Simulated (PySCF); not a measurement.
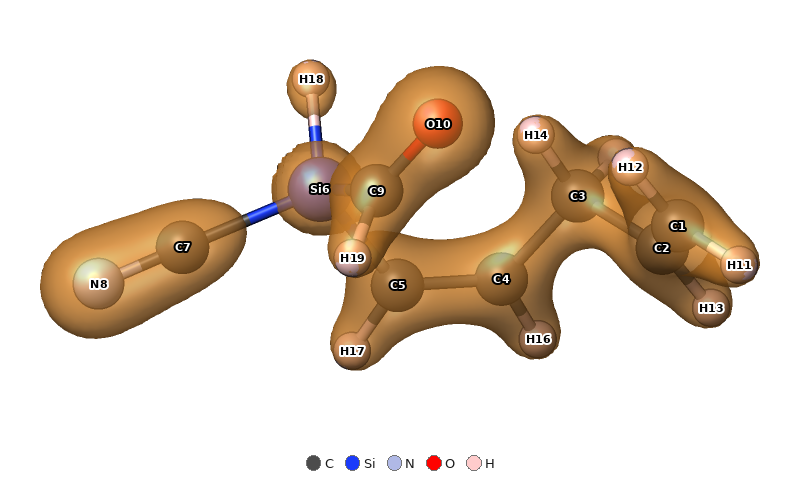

The picture shows: C$_{7}$H$_{9}$NOSi. Isosurface of the total electron density at 1 e/Å³ (orange), seen from one side.

Geometry: GFN2-xTB.

Theory: PBE0/pcSseg-1, SCF density, gas phase, non-relativistic (PySCF).

```xyz
19

C     2.0892    1.8294    0.1258
C     2.2484    0.5523    0.4131
C     1.5342   -0.5606   -0.3009
C     0.6888   -1.3214    0.6674
C    -0.6380   -1.4086    0.6390
Si   -1.7711   -0.6392   -0.6505
C    -3.5175   -0.9654   -0.0669
N    -4.5835   -1.1673    0.3007
C    -1.6140    1.2818   -0.6136
O    -0.9375    1.9008   -1.3940
H     2.6162    2.6018    0.6597
H     1.4290    2.1564   -0.6606
H     2.9113    0.2414    1.2108
H     0.9299   -0.1520   -1.1114
H     2.2802   -1.2411   -0.7262
H     1.2427   -1.8105    1.4616
H    -1.1245   -1.9867    1.4164
H    -1.6363   -1.1310   -2.0222
H    -2.1573    1.8288    0.1863
```

**How is the density connected at this value?**

At this value the surface falls into five separate pieces. It bridges the sampled C–N (1.15 Å), C–O (1.20 Å) and C–C (1.32 Å) contacts, where the density stays above the isovalue. It is pinched off along the sampled C–Si (1.87 Å) contacts. On the grid the lowest density along these lines, outside the cores, is 3.3 e/Å³ (C–N, 1.15 Å), 2.9 e/Å³ (C–O, 1.20 Å), 2.3 e/Å³ (C–C, 1.32 Å) and 0.72 e/Å³ (C–Si, 1.87 Å).
